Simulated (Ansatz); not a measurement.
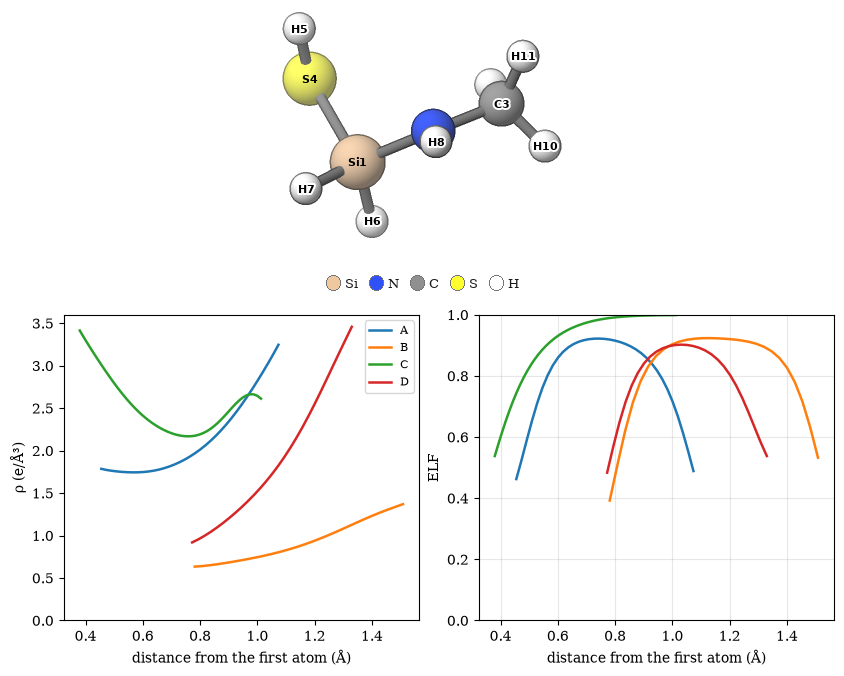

Figure 1: CH7NSSi. Electron density and ELF along straight lines between neighbouring atoms. The curves leave out the atomic cores. The structure is drawn too.

Theory: RKS r2SCAN-D4/6-31G* in Ansatz 0.2.0.

The calculation's input:

```
crystal:
  periodic: [false, false, false]
  atoms:
    - { symbol: Si, position_ang: [-0.158476, 1.379022, 0.186324] }
    - { symbol: "N", position_ang: [0.720545, -0.167558, 0.070443] }
    - { symbol: C, position_ang: [0.024137, -1.437713, 0.284837] }
    - { symbol: S, position_ang: [-1.246732, 1.307574, -1.649862] }
    - { symbol: H, position_ang: [-0.257462, 0.430986, -1.965741] }
    - { symbol: H, position_ang: [-1.108459, 1.564804, 1.320733] }
    - { symbol: H, position_ang: [0.899765, 2.421962, 0.256857] }
    - { symbol: H, position_ang: [1.63255, -0.161666, 0.522254] }
    - { symbol: H, position_ang: [-0.936553, -1.413929, -0.241663] }
    - { symbol: H, position_ang: [-0.18028, -1.655514, 1.345765] }
    - { symbol: H, position_ang: [0.610766, -2.267868, -0.130046] }
basis:
  gaussian: { orbitals: "6-31G*" }
hamiltonian:
  xc: r2scan
  dispersion: d4
relax:
  f_tol: 0.03
  max_steps: 50
output:
  orbitals: {}
```

Command:

```sh
ansatz run input.yaml --threads 2 --pin off --max-ram 3072MiB --backend cpu --events-out ev --progress --plain --runs-dir out
```

The fields are those of the run's last geometry, not of the input's.

Which curve belongs to which contact (C–N, N–H, Si–N and Si–S)? The first atom named is at distance zero.

Answer. Curve A: C–N (1.46 Å): ρ is about 1.9 e/Å³ halfway; the ELF peaks at about 0.90 between the atoms: localised, covalent bonding. Curve B: Si–S (2.15 Å): ρ is about 0.81 e/Å³ halfway; the ELF peaks at about 0.90 between the atoms (a covalent bond). Curve C: N–H (1.01 Å): ρ at the midpoint is about 2.8 e/Å³; the ELF climbs to about 1 towards the hydrogen, as it does in any bond to H; an ordinary covalent bond to hydrogen. Curve D: Si–N (1.72 Å): ρ at the midpoint is about 1.1 e/Å³; the ELF peaks at about 0.90 between the atoms: a shared but strongly polarised pair.
